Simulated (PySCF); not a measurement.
Se(SeH)2, SMILES [SeH][Se][SeH] (H₂Se₃) at its CAM-B3LYP/def2-SVP optimised geometry (Å):

```
5

Se    -0.8683     1.1618     0.0000
Se    -0.6045    -1.1618     0.0000
H      0.8683    -1.1618     0.0000
Se    -0.8186     1.8043    -2.2479
H     -2.2553     1.6113    -2.5077
```

Calculation: CAM-B3LYP/def2-TZVP run with PySCF.

Map of the deformation density (molecule minus spherical neutral atoms) (e/bohr³) on the plane z = 0.8 Å:

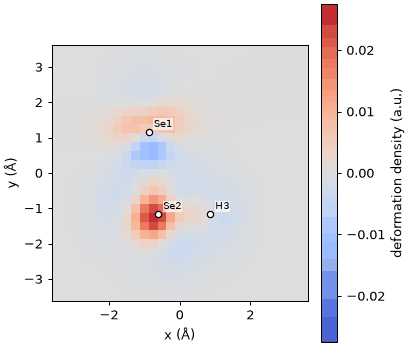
Deformation density (molecule minus spherical neutral atoms) (e/bohr³) on the plane z = 0.8 Å.
